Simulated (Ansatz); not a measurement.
Process, species as SMILES: [O]Cl (O-Cl) → ClO+ (triplet, bonded as [O]Cl) + e-
B3LYP-D3(BJ)/def2-TZVP geometries, fixed; electronic energies without zero-point terms.

Basis-set convergence of the adiabatic ionisation energy at r2SCAN with Ansatz (a first-principles code). Cartesian d functions, on some or all atoms, in 6-31G**, 6-311+G**; all else is spherical. The program fits the integrals of some runs and decomposes those of others, by size. Open shells are unrestricted. No added dispersion term, no relativity. Functions are those of the species that has most. Reference: the value in aug-cc-pV(5+d)Z, 10.643 eV, itself unsure by roughly 0.003 eV (its mean distance from pcseg-4, aug-pcseg-3, aug-cc-pV(Q+d)Z). Deviations are taken from unrounded values.

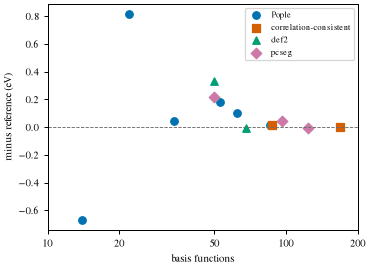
Figure: Deviation from the reference against the number of basis functions, by family of sets.

| basis | functions | adiabatic ionisation energy (eV) | minus reference (eV) |
|---|---|---|---|
| STO-3G | 14 | 9.972 | -0.670 |
| 6-31G | 22 | 11.458 | 0.815 |
| 6-31G** | 34 | 10.685 | 0.042 |
| aug-pcseg-1 | 50 | 10.857 | 0.214 |
| def2-SVPD | 50 | 10.972 | 0.329 |
| 6-311+G** | 53 | 10.821 | 0.178 |
| 6-311++G(2d,2p) | 62 | 10.746 | 0.104 |
| def2-TZVP | 68 | 10.634 | -0.009 |
| 6-311++G(3df,3pd) | 86 | 10.661 | 0.018 |
| jun-cc-pV(T+d)Z | 87 | 10.660 | 0.018 |
| aug-pcseg-2 | 96 | 10.687 | 0.044 |
| pcseg-3 | 124 | 10.640 | -0.003 |
| aug-cc-pV(Q+d)Z | 169 | 10.646 | 0.003 |
